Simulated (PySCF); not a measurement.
```xyz
9

N     2.5103   -0.6628   -0.3906
C     1.5325   -0.1690   -0.0721
C     0.2787    0.4495    0.3315
F     0.2504    1.7572   -0.0964
C    -0.9116   -0.3254   -0.2483
F    -1.9979   -0.2017    0.5696
H     0.2161    0.4715    1.4302
H    -1.1846    0.0800   -1.2278
H    -0.6804   -1.3933   -0.3214
```

Geometry: GFN2-xTB.

Method: PySCF 2.14.0, PBE0/pcSseg-1, SCF density, gas phase, non-relativistic.

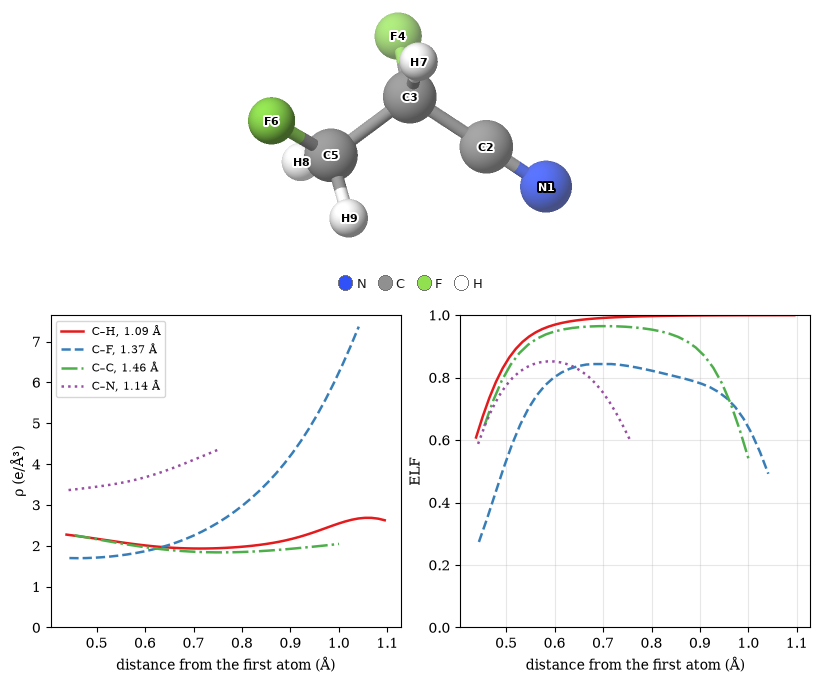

C$_{3}$H$_{3}$F$_{2}$N. Electron density and ELF along straight lines between neighbouring atoms. The curves leave out the atomic cores. The structure is drawn too.

### What can be read from the curves?

C–H (1.09 Å): ρ at the midpoint is about 2.1 e/Å³; the ELF climbs to about 1 towards the hydrogen, as it does in any bond to H: an ordinary covalent bond to hydrogen.
C–F (1.37 Å): ρ at the midpoint is about 2.2 e/Å³, with its minimum of 1.7 e/Å³ about 0.5 Å from C; the ELF peaks at about 0.85 between the atoms (a shared but strongly polarised pair).
C–C (1.46 Å): the density is about 1.8 e/Å³ at the midpoint; the ELF peaks at about 0.95 between the atoms: localised, covalent bonding.
C–N (1.14 Å): ρ at the midpoint is about 3.6 e/Å³; the ELF peaks at about 0.85 between the atoms (a multiple bond).
